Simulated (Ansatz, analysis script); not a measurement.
## Fixed-spin-moment curve of Pt

Aim: the energy of Pt as its total moment is fixed at a series of values, and its answer to a field.

Method: PBE, PAW set soft_1, in Ansatz 0.2.0.

**1. The starting structure**

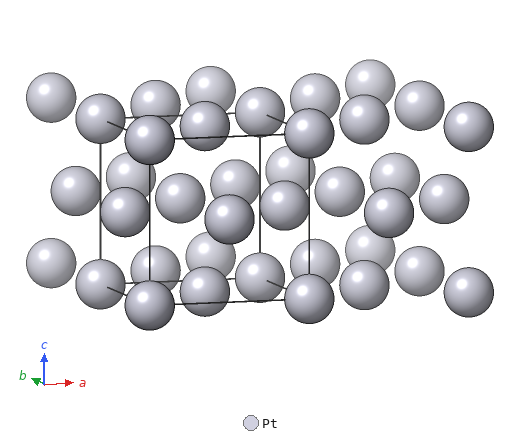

The cell as given, slightly off an axis (platinum light grey). 2×2×1 cells are drawn. This picture shows the conventional cell, with its axes. Some periodic images of atoms are drawn too.

As a file:

```cif
data_structure
_symmetry_space_group_name_H-M 'P 1'
_symmetry_Int_Tables_number 1
_cell_length_a 2.7731
_cell_length_b 2.7731
_cell_length_c 2.7731
_cell_angle_alpha 60.000
_cell_angle_beta 60.000
_cell_angle_gamma 60.000
_cell_volume 15.08
loop_
_atom_site_label
_atom_site_type_symbol
_atom_site_fract_x
_atom_site_fract_y
_atom_site_fract_z
_atom_site_occupancy
Pt1 Pt 0.00000 0.00000 0.00000 1
```

**2. The collinear state**

The work starts on two spin channels, which tell the size of the moments.

Input file input.yaml:

```yaml
crystal:
  lattice:
    - [0.0, 1.9609, 1.9609]
    - [1.9609, 0.0, 1.9609]
    - [1.9609, 1.9609, 0.0]
  atoms:
    - { symbol: Pt, position: [0.0, 0.0, 0.0], spin: 0.6 }
magnetization:
  spin_polarized: true
kpoints:
  mp_grid: { grid: [14, 14, 14] }
hamiltonian:
  xc: pbe
  pseudopotentials: { kind: paw, azcp: { folder: soft_1 } }
scf:
  occupations: { method: fermi_dirac, width: 0.05 }
  max_iter: 120
  convergence: { dr2_threshold: 1.0e-08 }
  lower_state_search: "off"
output:
  write_density: true
  write_potential: true
  elf: true
  volumetric_format: npy
```

On the command line:

```
$ ansatz run input.yaml --threads 2 --pin off --max-ram 5120MiB --backend cpu --events-out ev --progress --plain --runs-dir out
```

Numbers of over 12 decimals in the logs are rounded to 6 here.

What it wrote:

```text
Engine: ansatz 0.2.0, aarch64-unknown-linux-gnu
Pseudopotentials: kind: paw
Pseudopotential: Pt, paw, valence charge 18, recommended cutoff 420 eV (normal), soft_1/Pt.paw.azcp
Functional definition: PBE
  parameter kappa = 0.804
  parameter beta = 0.066725
  exchange = pbe_x(kappa = kappa, mu = beta*pi^2/3)
  correlation = pbe_c(beta = beta)
Crystal: 1 atoms, lattice volume = 15.080 Å³
Basis set: ecut = 420 eV, 283 PW (Γ)
Bands: 14, of which v1, the nominal top of the filled ones, is band 9 counted from 1 (8 counted from 0)
Symmetry: 48 space group operations
Space group: Fm-3m (ITA 225), of the structure as read, at distance tolerance 2.5e-5 Å
Magnetic group: BNS 225.116 (UNI 1618), of the structure as read, at distance tolerance 2.5e-5 Å
k-points: 104 of 2744
Non-local potential: Pt, projectors of the file, l = 0: 3, l = 1: 2, l = 2: 2, l = 3: 1
PAW form: soft (Blöchl's): semilocal exchange-correlation on the pseudo side does not see the compensation charge
PAW one-centre angular grid: Pt, 590 points (default); XC on 64 Gauss nodes
Initial density: superposition of atomic densities (chi_scale 0.1, normalization cell)
Starting moments: Σ|m| = 0.6 μB on 1 of 1 site
Initial wavefunctions: pseudopotential atomic-orbital guess
Functional: x = pbe(κ = 0.804, μ = 0.219515), c = pbe(β = 0.066725)
SCF iter   1: F=—  HF=-12525.010333 eV  |F-HF|=—  |Δ(HF+E_count)|=         —  Δρ=5.83e-2 (↑5.83e-2 ↓3.52e-2)  dr2=1.04e0  dr2_m=6.81e-2  M=0.275 μB ∫|m|=0.280 μB  β_m=0.30  ethr=3.10e-3  ⟨swp⟩=5.0  Hψ=15125  notcnv=0
preconditioner: auto → none  [metal: Δε(μ)=0.010 eV  Ē_g=15.923 eV  σ=0.050 eV  W_gap=0.05  n_scr=8 (ndim 8)  ℏωp=30.2 eV  f_vac=0.000  D(μ)=1.54/eV (n_scr^D=14)  sad-step TF]
SCF iter   2: F=—  HF=-12524.831752 eV  |F-HF|=—  |Δ(HF+E_count)|=   1.79e-1  Δρ=4.07e-2 (↑4.07e-2 ↓2.45e-2)  dr2=4.73e-1  dr2_m=3.90e-2  M=0.250 μB ∫|m|=0.257 μB  β_m=0.30  ethr=3.10e-3  ⟨swp⟩=2.0  Hψ=5356  notcnv=0  defer=96
SCF iter   3: F=—  HF=-12524.690177 eV  |F-HF|=—  |Δ(HF+E_count)|=   1.42e-1  Δρ=1.61e-2 (↑1.10e-2 ↓1.61e-2)  dr2=7.82e-3  dr2_m=2.14e-2  M=0.232 μB ∫|m|=0.242 μB  β_m=0.30  ethr=2.63e-3  ⟨swp⟩=2.0  Hψ=4655  notcnv=0  defer=98
SCF iter   4: F=—  HF=-12524.696021 eV  |F-HF|=—  |Δ(HF+E_count)|=   5.84e-3  Δρ=1.07e-2 (↑1.00e-2 ↓1.07e-2)  dr2=1.63e-3  dr2_m=1.40e-2  M=0.208 μB ∫|m|=0.219 μB  β_m=0.30  ethr=4.34e-5  ⟨swp⟩=1.7  Hψ=4923  notcnv=0  defer=98
SCF iter   5: F=—  HF=-12524.699062 eV  |F-HF|=—  |Δ(HF+E_count)|=   3.04e-3  Δρ=8.29e-3 (↑8.23e-3 ↓8.29e-3)  dr2=1.54e-5  dr2_m=9.41e-3  M=0.188 μB ∫|m|=0.199 μB  β_m=0.30  ethr=9.04e-6  ⟨swp⟩=2.0  Hψ=4029  notcnv=0  defer=98
SCF iter   6: F=—  HF=-12524.700452 eV  |F-HF|=—  |Δ(HF+E_count)|=   1.39e-3  Δρ=6.92e-3 (↑6.92e-3 ↓6.89e-3)  dr2=2.42e-6  dr2_m=6.59e-3  M=0.169 μB ∫|m|=0.180 μB  β_m=0.30  ethr=8.57e-8  ⟨swp⟩=2.0  Hψ=4236  notcnv=0  defer=98
SCF iter   7: F=—  HF=-12524.701435 eV  |F-HF|=—  |Δ(HF+E_count)|=   9.83e-4  Δρ=5.86e-3 (↑5.86e-3 ↓5.86e-3)  dr2=3.40e-7  dr2_m=4.75e-3  M=0.152 μB ∫|m|=0.163 μB  β_m=0.30  ethr=1.34e-8  ⟨swp⟩=2.0  Hψ=4736  notcnv=0  defer=98
SCF iter   8: F=—  HF=-12524.702174 eV  |F-HF|=—  |Δ(HF+E_count)|=   7.38e-4  Δρ=5.04e-3 (↑5.04e-3 ↓5.04e-3)  dr2=1.14e-8  dr2_m=3.52e-3  M=0.137 μB ∫|m|=0.148 μB  β_m=0.30  ethr=1.89e-9  ⟨swp⟩=2.2  Hψ=4839  notcnv=0  defer=98
SCF iter   9: F=—  HF=-12524.702749 eV  |F-HF|=—  |Δ(HF+E_count)|=   5.75e-4  Δρ=4.39e-3 (↑4.39e-3 ↓4.38e-3)  dr2=3.92e-8  dr2_m=2.66e-3  M=0.124 μB ∫|m|=0.134 μB  β_m=0.30  ethr=5.56e-11  ⟨swp⟩=6.9  Hψ=12655  notcnv=0
Mixer restart at iter 9: flushing history
spin-set hold released at iteration 9 (site moments contracting): the magnetisation degrees of freedom join the quasi-Newton model from the next iteration; the mixer history was flushed
SCF iter  10: F=—  HF=-12524.703205 eV  |F-HF|=—  |Δ(HF+E_count)|=   4.56e-4  Δρ=3.85e-3 (↑3.85e-3 ↓3.84e-3)  dr2=9.23e-8  dr2_m=2.05e-3  M=0.112 μB ∫|m|=0.122 μB  β_m=0.32  ethr=6.35e-11  ⟨swp⟩=3.0  Hψ=6657  notcnv=0
SCF iter  11: F=—  HF=-12524.704427 eV  |F-HF|=—  |Δ(HF+E_count)|=   1.22e-3  Δρ=2.22e-3 (↑2.22e-3 ↓2.22e-3)  dr2=2.77e-8  dr2_m=6.80e-4  M=0.069 μB ∫|m|=0.076 μB  β_m=0.76  ethr=6.35e-11  ⟨swp⟩=4.0  Hψ=7712  notcnv=0
SCF iter  12: F=—  HF=-12524.705200 eV  |F-HF|=—  |Δ(HF+E_count)|=   7.73e-4  Δρ=1.66e-4 (↑1.66e-4 ↓1.52e-4)  dr2=3.58e-7  dr2_m=3.36e-6  M=0.006 μB ∫|m|=0.007 μB  β_m=0.88  ethr=5.56e-11  ⟨swp⟩=7.6  Hψ=14914  notcnv=0
SCF iter  13: F=—  HF=-12524.705207 eV  |F-HF|=—  |Δ(HF+E_count)|=   7.46e-6  Δρ=4.30e-5 (↑2.05e-5 ↓4.30e-5)  dr2=5.49e-7  dr2_m=2.50e-8  M=0.000 μB ∫|m|=0.001 μB  β_m=0.71  ethr=6.35e-11  ⟨swp⟩=3.2  Hψ=6607  notcnv=0
SCF iter  14: F=—  HF=-12524.705207 eV  |F-HF|=—  |Δ(HF+E_count)|=   1.58e-7  Δρ=1.13e-5 (↑1.13e-5 ↓5.73e-6)  dr2=1.16e-8  dr2_m=8.10e-9  M=0.000 μB ∫|m|=0.000 μB  β_m=0.73  ethr=6.35e-11  ⟨swp⟩=2.7  Hψ=5181  notcnv=0
iter 15 did not close the SCF: its close was put off for a magnetic moment that had not settled (scf_convergence_deferred on its scf_iter line)
SCF iter  15: F=-12524.705207 eV  HF=-12524.705207 eV  |F-HF|=1.48e-9  |Δ(HF+E_count)|=   1.76e-8  Δρ=2.40e-6 (↑2.40e-6 ↓2.07e-6)  dr2=7.36e-11  dr2_m=6.72e-10  M=-0.000 μB ∫|m|=0.000 μB  β_m=0.86  ethr=5.56e-11  ⟨swp⟩=3.0  Hψ=6642  notcnv=0
SCF iter  16: F=-12524.705207 eV  HF=-12524.705207 eV  |F-HF|=3.64e-12  |Δ(HF+E_count)|=   1.85e-9  Δρ=1.75e-7 (↑1.17e-7 ↓1.75e-7)  dr2=1.19e-12  dr2_m=2.57e-12  M=0.000 μB ∫|m|=0.000 μB  ethr=1.00e-12  ⟨swp⟩=1.0  Hψ=8093  notcnv=0
WARN: the starting moments were not kept: the SCF closed with an absolute magnetisation of 1.3e-6 μB, where they sum to 0.6 μB in size (1 site). That is at most 0.1 of that sum. Measured as dr2_m measures the in/out step, that magnetisation stands 5.7e-13 eV from none, at or under the dr2_threshold of 1.0e-8 eV: it is no larger than a step whose dr2_m would equal this threshold. The system may hold no moment; this SC [...]
SCF 1 converged in 16 iterations: F = -12524.705207 eV  dr2 = 1.19e-12
  greatest PAW one-centre occupation: 1.000 electrons in one spin orbital (limit 2), on the Pt atom at site 0 (counted from 0), in its partial waves of l = 0
SCF converged after 16 iterations
Magnetization: 0.0000 μB (9.0000 up, 9.0000 down)
Absolute magnetization: 0.0000 μB (∫|ρ↑−ρ↓|, with the PAW one-centre terms)
Spin contamination: 0.0000 ħ² per cell (⟨S²⟩ above its minimum at these occupations)
Per-site moments (μB) at R_I (Å): [(6.734363224502054e-7, 1.143917)]
Free energy (F): -12524.705207 eV
Harris-Foulkes:  -12524.705207 eV  (|F-HF|=3.64e-12)
Internal energy: -12524.691484 eV  (E = F + TS)
E sigma→0 (E₀):  -12524.698345 eV
Entropy (-TS):   -0.013723 eV (-13.723 meV/atom)
Fermi energy:    23.391139 eV
--- Per-component energies (eV) ---
  E_band       = -128.503004
  E_kinetic    = 597.382104
  E_local      = -1424.140642  (includes V_loc(G=0)·N_el)
  E_nonlocal   = 203.830798
  E_hartree    = 541.856618
  E_xc         = -232.610385
  E_vxc        = -271.778202  (∫ρ·V_xc dr)
  E_paw        = -9483.869745  (= ΣΔE_a)
  E_vpaw       = -317.511367  (= ΣTr[D̂ρ^β])
  E_aug_tail   = 0.001115  (compensation charges beyond the density's cutoff)
  E_ewald      = -2727.141345
  E_smearing   = -0.013723  (= −TS)
  E_closure    = -0.000000  (closes the sum)
  Σ components = -12524.705207   (vs F -12524.705207, Δ=0.00e0)
--- Band table (eV; the first three rows and the last of 208) ---
  k-point 0 ↑: bands = [... 5 lower, 19.6000, 19.6000, 19.6000, 21.7636, 21.7636, 38.0335, 42.9710, 42.9710, ... 1 higher]
  k-point 1 ↑: bands = [... 5 lower, 19.5096, 19.6812, 19.6812, 21.7191, 21.7191, 38.3466, 41.9421, 43.2810, ... 1 higher]
  k-point 2 ↑: bands = [... 5 lower, 19.3041, 19.8699, 19.8699, 21.6538, 21.6538, 39.1328, 40.0108, 44.1635, ... 1 higher]
  k-point 103 ↓: bands = [... 5 lower, 18.2954, 19.4485, 21.5284, 23.9008, 30.5758, 30.7590, 32.5235, 35.4409, ... 1 higher]
```

Run time: 2.2 s. Hardware: 2 threads of Arm Neoverse V2, shared host; peak memory 0.25 GiB; 4.2 s of CPU time.

Reading the cycles: dr2 is the Hartree energy of the density residual (eV), the measure of convergence; HF is the Harris–Foulkes estimate of the energy, which meets the free energy F at convergence.

The spin moment in the atom's sphere vanishes on all atoms.

The run ends non-magnetic, with a net moment of 0 μB a cell. The run left the order that was typed.

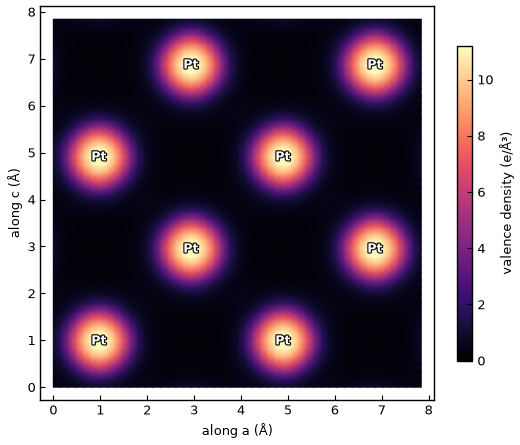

Valence density in the ac plane of the conventional cell at fractional y = 0.000, with atoms of Pt within 0.2 Å of it. It is the smooth field of the valence electrons, not physical close to the nuclei. The map starts off the cell's origin, so that atoms lie inside it.

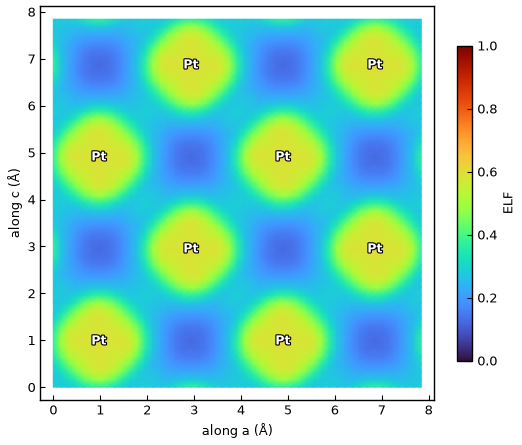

ELF in the ac plane of the conventional cell at fractional y = 0.000, with atoms of Pt within 0.2 Å of it. It is the smooth field of the valence electrons, not physical close to the nuclei. The map starts off the cell's origin, so that atoms lie inside it.

**3. Mesh refined**

Levels at the Fermi energy are partly filled, so moments and energy differences can hang on the k-mesh, and the state is solved again on a denser one.

input.yaml, the sections that differ from step 2:

```yaml
kpoints:
  mp_grid: { grid: [17, 17, 17] }
basis:
  ecutwfc: 420.0
# crystal, magnetization, hamiltonian, scf: as in step 2
# output: removed
```

What it wrote:

```text
[...]
Crystal: 1 atoms, lattice volume = 15.080 Å³
Basis set: ecut = 420 eV, 283 PW (Γ)
Bands: 14, of which v1, the nominal top of the filled ones, is band 9 counted from 1 (8 counted from 0)
Symmetry: 48 space group operations
[...]
k-points: 165 of 4913
[...]
Starting moments: Σ|m| = 0.6 μB on 1 of 1 site
[...]
SCF converged after 15 iterations
Magnetization: -0.0000 μB (9.0000 up, 9.0000 down)
Absolute magnetization: 0.0000 μB (∫|ρ↑−ρ↓|, with the PAW one-centre terms)
[...]
Per-site moments (μB) at R_I (Å): [(-6.937635310959653e-7, 1.143917)]
Free energy (F): -12524.701134 eV
[...]
Internal energy: -12524.686279 eV  (E = F + TS)
E sigma→0 (E₀):  -12524.693706 eV
Entropy (-TS):   -0.014855 eV (-14.855 meV/atom)
Fermi energy:    23.399700 eV
[...]
```

It took 2.6 s on 2 threads; peak memory 0.27 GiB.

The spin moment in the atom's sphere vanishes on all atoms.

The run ends non-magnetic, with a net moment of 0 μB a cell, against 0 μB on the first mesh.

**4. The non-magnetic reference**

The state without spin is the zero of E(M).

input.yaml, the sections that differ from step 3:

```yaml
crystal:
  lattice:
    - [0.0, 1.9609, 1.9609]
    - [1.9609, 0.0, 1.9609]
    - [1.9609, 1.9609, 0.0]
  atoms:
    - { symbol: Pt, position: [0.0, 0.0, 0.0] }
scf:
  occupations: { method: fermi_dirac, width: 0.05 }
  max_iter: 120
  convergence: { dr2_threshold: 1.0e-08 }
# kpoints, hamiltonian, basis: as in step 3
# magnetization: removed
```

On the command line:

```
$ ansatz run input.yaml --threads 1 --pin off --max-ram 2560MiB --backend cpu --events-out ev --progress --plain --runs-dir out
```

What it wrote:

```text
[...]
Crystal: 1 atoms, lattice volume = 15.080 Å³
Basis set: ecut = 420 eV, 283 PW (Γ)
Bands: 13, of which v1, the nominal top of the filled ones, is band 9 counted from 1 (8 counted from 0)
Symmetry: 48 space group operations
[...]
k-points: 165 of 4913
[...]
SCF iter   1: F=—  HF=-12525.031359 eV  |F-HF|=—  |Δ(HF+E_count)|=         —  Δρ=8.55e-2  dr2=1.04e0  ethr=3.10e-3  ⟨swp⟩=5.0  Hψ=11162  notcnv=0
[...]
SCF iter   7: F=-12524.701134 eV  HF=-12524.701134 eV  |F-HF|=2.49e-10  |Δ(HF+E_count)|=   8.81e-9  Δρ=1.69e-6  dr2=3.30e-10  ethr=5.56e-11  ⟨swp⟩=2.0  Hψ=4319  notcnv=0
SCF 1 converged in 7 iterations: F = -12524.701134 eV  dr2 = 3.30e-10
[...]
SCF converged after 7 iterations
Free energy (F): -12524.701134 eV
[...]
Internal energy: -12524.686279 eV  (E = F + TS)
E sigma→0 (E₀):  -12524.693706 eV
Entropy (-TS):   -0.014855 eV (-14.855 meV/atom)
Fermi energy:    23.399685 eV
[...]
```

Wall time 1.3 s (1 thread); peak memory 0.26 GiB.

**5. Without spin, levels printed**

input.yaml: that of step 4 with these lines changed.

```diff
@@ -18 +18,3 @@
   ecutwfc: 420.0
+output:
+  eigenvalues: true
```

What it wrote:

```text
[...]
Crystal: 1 atoms, lattice volume = 15.080 Å³
Basis set: ecut = 420 eV, 283 PW (Γ)
Bands: 13, of which v1, the nominal top of the filled ones, is band 9 counted from 1 (8 counted from 0)
Symmetry: 48 space group operations
[...]
k-points: 165 of 4913
[...]
Fermi energy:    23.399685 eV
[...]
--- Band table (eV; the first three rows and the last of 165) ---
  k-point 0: bands = [... 5 lower, 19.6026, 19.6026, 19.6026, 21.7652, 21.7652, 38.0346, 42.9702, 42.9702]
  k-point 1: bands = [... 5 lower, 19.5400, 19.6585, 19.6585, 21.7338, 21.7338, 38.2494, 42.2311, 43.1812]
  k-point 2: bands = [... 5 lower, 19.3828, 19.8022, 19.8022, 21.6706, 21.6706, 38.8279, 40.7242, 43.7932]
  k-point 164: bands = [... 5 lower, 18.6112, 19.0342, 21.4398, 23.8365, 29.9859, 31.7318, 32.1493, 35.6460]
[key lines of the parts left out:]
SCF converged after 7 iterations
Free energy (F): -12524.701134 eV
```

Run time: 1.3 s. Hardware: 1 thread; peak memory 0.26 GiB.

**6. Total moment fixed at 0.1 μB**

Two Fermi levels, one a spin, hold the total moment exactly, which reaches states that a free run would leave.

input.yaml, the sections that differ from step 5:

```yaml
crystal:
  lattice:
    - [0.0, 1.9609, 1.9609]
    - [1.9609, 0.0, 1.9609]
    - [1.9609, 1.9609, 0.0]
  atoms:
    - { symbol: Pt, position: [0.0, 0.0, 0.0], spin: 0.1 }
magnetization:
  spin_polarized: true
  initial_magnetization: 0.1
  spin_locking: { lock_magnetization: hard }
scf:
  occupations: { method: fermi_dirac, width: 0.05 }
  max_iter: 120
  convergence: { dr2_threshold: 1.0e-08 }
  lower_state_search: "off"
# kpoints, hamiltonian, basis: as in step 5
# output: removed
```

What it wrote:

```text
[...]
Crystal: 1 atoms, lattice volume = 15.080 Å³
Basis set: ecut = 420 eV, 283 PW (Γ)
Bands: 14, of which v1, the nominal top of the filled ones, is band 9 counted from 1 (8 counted from 0)
Symmetry: 48 space group operations
[...]
k-points: 165 of 4913
[...]
Starting moments: Σ|m| = 0.1 μB on 1 of 1 site
[...]
SCF iter   1: F=—  HF=-12525.030162 eV  |F-HF|=—  |Δ(HF+E_count)|=         —  Δρ=4.31e-2 (↑4.23e-2 ↓4.31e-2)  dr2=1.04e0  dr2_m=5.15e-4  M=0.100 μB ∫|m|=0.100 μB  β_m=0.30  ethr=3.10e-3  ⟨swp⟩=5.0  Hψ=23986  notcnv=0
[...]
SCF iter   8: F=-12524.700385 eV  HF=-12524.700385 eV  |F-HF|=1.09e-11  |Δ(HF+E_count)|=  2.49e-10  Δρ=9.58e-8 (↑9.58e-8 ↓2.10e-8)  dr2=1.35e-12  dr2_m=3.32e-13  M=0.100 μB ∫|m|=0.103 μB  ethr=1.00e-12  ⟨swp⟩=1.0  Hψ=12064  notcnv=0
SCF 1 converged in 8 iterations: F = -12524.700385 eV  dr2 = 1.35e-12
[...]
SCF converged after 8 iterations
Stability checked in part: among states of this total moment the steps that led to this state did not find it unstable. No probe was made; neither looks for a lower state of another moment (fixed_total_moment; see scf.lower_state_search)
Magnetization: 0.1000 μB (9.0500 up, 8.9500 down)
Absolute magnetization: 0.1035 μB (∫|ρ↑−ρ↓|, with the PAW one-centre terms)
[...]
Per-site moments (μB) at R_I (Å): [(0.100767, 1.143917)]
Free energy (F): -12524.700385 eV
[...]
Internal energy: -12524.686200 eV  (E = F + TS)
E sigma→0 (E₀):  -12524.693292 eV
Entropy (-TS):   -0.014186 eV (-14.186 meV/atom)
Fermi energy:    23.403786 (↑ 23.419591, ↓ 23.387982) eV
[...]
```

Elapsed: 3 s, on 1 thread; peak memory 0.26 GiB.

The energy is 0.749 meV from the state without spin, and the largest site carries 0.101 μB.

**7. Total moment fixed at 0.2 μB**

input.yaml, the sections that differ from step 6:

```yaml
crystal:
  lattice:
    - [0.0, 1.9609, 1.9609]
    - [1.9609, 0.0, 1.9609]
    - [1.9609, 1.9609, 0.0]
  atoms:
    - { symbol: Pt, position: [0.0, 0.0, 0.0], spin: 0.2 }
magnetization:
  spin_polarized: true
  initial_magnetization: 0.2
  spin_locking: { lock_magnetization: hard }
# kpoints, hamiltonian, scf, basis: as in step 6
```

What it wrote:

```text
[...]
Crystal: 1 atoms, lattice volume = 15.080 Å³
Basis set: ecut = 420 eV, 283 PW (Γ)
Bands: 14, of which v1, the nominal top of the filled ones, is band 9 counted from 1 (8 counted from 0)
Symmetry: 48 space group operations
[...]
k-points: 165 of 4913
[...]
Starting moments: Σ|m| = 0.2 μB on 1 of 1 site
[...]
Magnetization: 0.2000 μB (9.1000 up, 8.9000 down)
Absolute magnetization: 0.2066 μB (∫|ρ↑−ρ↓|, with the PAW one-centre terms)
[...]
Per-site moments (μB) at R_I (Å): [(0.201364, 1.143917)]
Free energy (F): -12524.697688 eV
[...]
Internal energy: -12524.684640 eV  (E = F + TS)
E sigma→0 (E₀):  -12524.691164 eV
Entropy (-TS):   -0.013049 eV (-13.049 meV/atom)
Fermi energy:    23.416222 (↑ 23.455829, ↓ 23.376616) eV
[...]
[key lines of the parts left out:]
SCF converged after 8 iterations
```

The job ended after 2.9 s (1 thread; peak memory 0.26 GiB).

The energy is 3.45 meV from the state without spin, and the largest site carries 0.201 μB.

**8. Total moment fixed at 0.5 μB**

input.yaml, the sections that differ from step 7:

```yaml
crystal:
  lattice:
    - [0.0, 1.9609, 1.9609]
    - [1.9609, 0.0, 1.9609]
    - [1.9609, 1.9609, 0.0]
  atoms:
    - { symbol: Pt, position: [0.0, 0.0, 0.0], spin: 0.5 }
magnetization:
  spin_polarized: true
  initial_magnetization: 0.5
  spin_locking: { lock_magnetization: hard }
# kpoints, hamiltonian, scf, basis: as in step 7
```

What it wrote:

```text
[...]
Crystal: 1 atoms, lattice volume = 15.080 Å³
Basis set: ecut = 420 eV, 283 PW (Γ)
Bands: 14, of which v1, the nominal top of the filled ones, is band 9 counted from 1 (8 counted from 0)
Symmetry: 48 space group operations
[...]
k-points: 165 of 4913
[...]
Starting moments: Σ|m| = 0.5 μB on 1 of 1 site
[...]
Magnetization: 0.5000 μB (9.2500 up, 8.7500 down)
Absolute magnetization: 0.5116 μB (∫|ρ↑−ρ↓|, with the PAW one-centre terms)
[...]
Per-site moments (μB) at R_I (Å): [(0.499811, 1.143917)]
Free energy (F): -12524.671653 eV
[...]
Internal energy: -12524.660385 eV  (E = F + TS)
E sigma→0 (E₀):  -12524.666019 eV
Entropy (-TS):   -0.011268 eV (-11.268 meV/atom)
Fermi energy:    23.466819 (↑ 23.610980, ↓ 23.322659) eV
[...]
[key lines of the parts left out:]
SCF converged after 8 iterations
```

Run time: 2.9 s. Hardware: 1 thread; peak memory 0.26 GiB.

The energy is 29.5 meV from the state without spin, and the largest site carries 0.500 μB.

(Continued in part 2 of 2.)

[Logs and program files are shortened in this print: banners, set-up blocks, solver, clock and traceback lines can be left out without a mark of their own.]

[Logs are printed without paths, hosts, clocks, repeated set-up lines and the standing remarks that a program may print on its own settings, such as how far it seeks lower states.]

[Hosts, paths, dates, database ids (printed as entryN), source tags and the programs' standing remarks are cut or masked in the printed files.]
